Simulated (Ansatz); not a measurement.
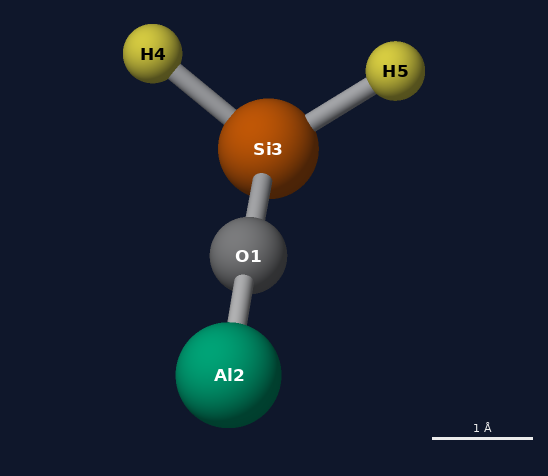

Orthographic view with a scale bar. State: neutral, doublet. The computed structure is the end point of a PBE-D4/def2-SVP optimisation. No frequency run is at hand to confirm it as a minimum.

Give an XYZ file in the frame of the picture: x to the right, y up, z towards the viewer, origin at the mean of the atomic positions.

```xyz
5
AlH2OSi
O   -0.10  -0.75   0.49
Al  -0.30  -1.96   1.72
Si   0.10   0.32  -0.78
H   -1.07   1.28  -0.83
H    1.38   1.11  -0.59
```
